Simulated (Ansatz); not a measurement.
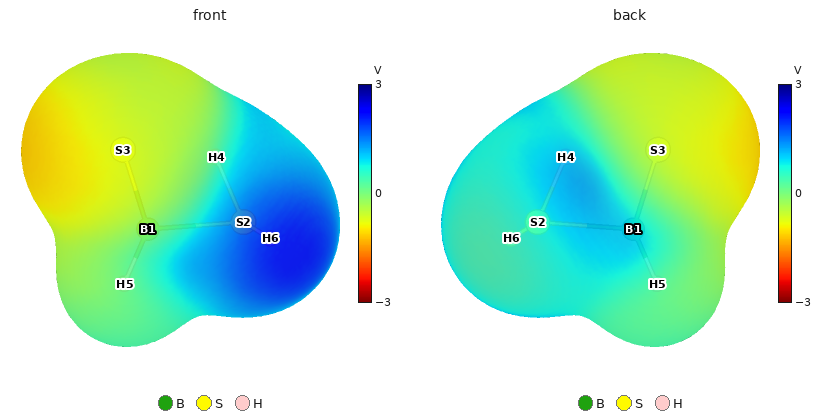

*BH3S2. The electrostatic potential painted on the density surface at 0.002 e/bohr³, seen from the front and from behind; the colour scale runs from red (negative) to blue (positive).*

A transition-state structure; geometry: PBE0-D4/def2-TZVP.

Computed with Ansatz 0.2.0, RKS PBE0-D4/def2-TZVPP.

| atom | x (Å) | y (Å) | z (Å) |
| --- | --- | --- | --- |
| B | -0.6157 | -0.0110 | -0.5893 |
| S | 0.7535 | -0.8715 | 0.5843 |
| S | 0.0707 | 1.4604 | -1.1153 |
| H | 1.1773 | 0.4723 | 0.1102 |
| H | -1.6282 | -0.6158 | -0.7406 |
| H | 0.2423 | -0.4344 | 1.7506 |

Describe the electrostatic potential map.

The most negative region (about −1.1 V) lies over S3, the most positive (about +2.2 V) over H6.
